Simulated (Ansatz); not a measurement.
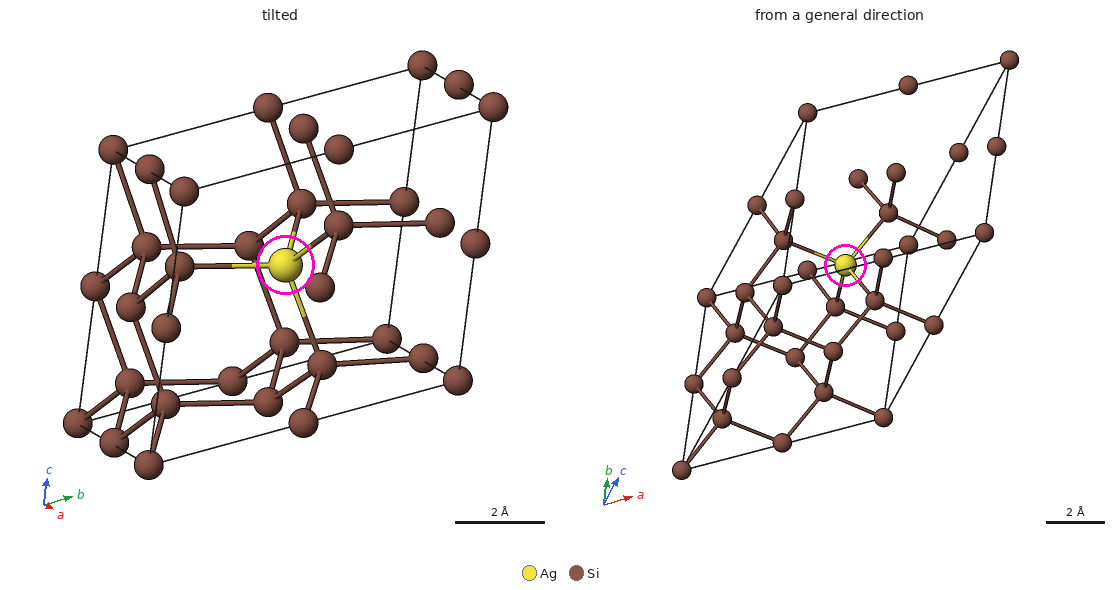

Ball-and-stick model, viewed slightly off an axis and from a general direction. Thin lines show the supercell, with boundary atoms drawn in all their periodic places. The host is Si, in a cell of 16 sites, and the cell is neutral. A ring marks the defect's site.

### What defect is present?

Silver on a silicon site (a substitutional impurity). It is bonded to four Si in a tetrahedral arrangement at about 2.4 Å.

All computed values are from Ansatz, DFT PBE, scalar-relativistic, plane waves, PAW. Settings: a basis cut at 420 eV, a 2×2×2 k-point grid, Gaussian smearing of 0.01 eV, collinear spins.

### Does the calculation give a net moment?

Yes, 0.2 μB in the cell.

The atoms were relaxed in the host's cell with Ansatz, DFT PBE, scalar-relativistic, plane waves, PAW.
